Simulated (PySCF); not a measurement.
Molecule: SMILES C#CCF (C3H3F). Atoms near the plane z = 0.0 Å, at the PBE0/def2-SVP optimised geometry (x, y, z in Å): C1 (1.1, -0.4, 0.0), C2 (-0.2, -0.4, 0.0), C3 (-1.6, -0.4, 0.0), F4 (-2.1, 0.9, 0.0), H5 (2.1, -0.4, 0.0), H6 (-2.0, -0.9, -0.9), H7 (-2.0, -0.9, 0.9).

Calculation: PBE0/def2-TZVP (PySCF). Cells within 0.4 Å of a nucleus heavier than hydrogen are left out (blank, or x). The values are rescaled to run from 0 to 1.

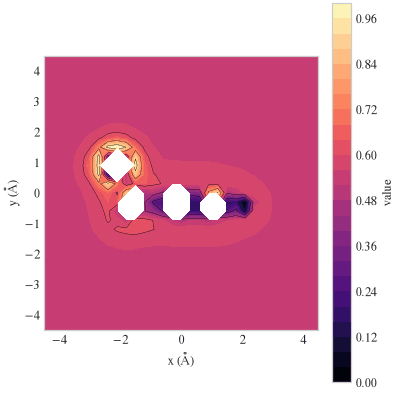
Figure: a field on the plane z = 0.0 Å.

Q: Which quantity is mapped?
A) Laplacian of the electron density
B) an orbital amplitude
C) electron localisation function
D) deformation density (molecule minus spherical neutral atoms)

A: A, Laplacian of the electron density. In full: Laplacian of the electron density (e/bohr⁵), clipped to [-1.50, 1.50].
